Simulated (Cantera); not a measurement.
A closed system holds: 1 mol SiH2Cl2, a varied amount of CH4, 860 mol H2, at 1750 °C and 0.100 bar.

Method: chemical equilibrium by Gibbs-energy minimisation in Cantera with the NASA 1993 tables (ideal gas, pure condensed phases). Candidate condensed phases: C, C6H6, C7H8, C8H18, Si, SiC; 109 gas species. Mutual solubility and eutectic melting of coexisting phases are not modelled. The tables' values for SiCl are old estimates; treat these amounts as uncertain. Gases not in the tables: Si2H6 and higher silanes. The numbers say what is thermodynamically allowed, not how fast it happens.

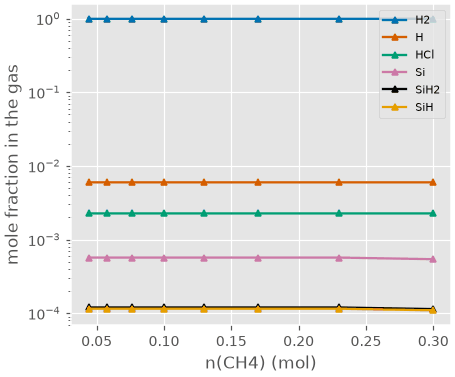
Figure. Equilibrium gas composition (values under 1e-9 drawn at 1e-9)

From 0.044 mol CH4 to 0.23 mol CH4 the condensed part is Si(l) + SiC(s). At 0.3 mol CH4 the condensed part is SiC(s). The main Si-bearing gas is Si throughout.
